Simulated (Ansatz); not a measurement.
Method: PBE (plane waves to 420 eV, PAW; Ansatz, a first-principles code).

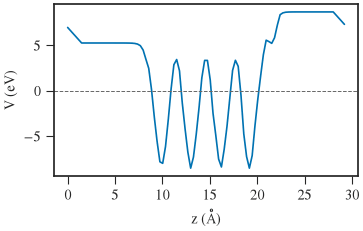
*Planar average of the electrostatic potential across the slab, in eV from the highest filled level, for the (111)A surface of zinc-blende ZnS, Zn-terminated, 2x2 with 2 F on 4 top atoms (bottom of the slab: 2 H on 4 bottom sites)*

Set-up: 36 atoms, 13.4 Å thick at the start with caps and adatoms (thin: gaps and levels are the slab's own); mesh 3x3x1; 0.025 eV smearing; dipole correction on; 8 atoms held, the rest relaxed; no symmetry held; no spin, no spin-orbit, no U. It is one candidate, not shown to be the stable structure of the face.

Problem. The surface cell has an area of 51.33 Å². What dipole along the normal does the step between the two vacuum levels imply?

Solution. the top vacuum level lies 3.42 eV above the bottom one; p = −ε₀ A ΔV (ε₀ = 0.005526 e/(V·Å)) gives -0.97 e·Å a cell.
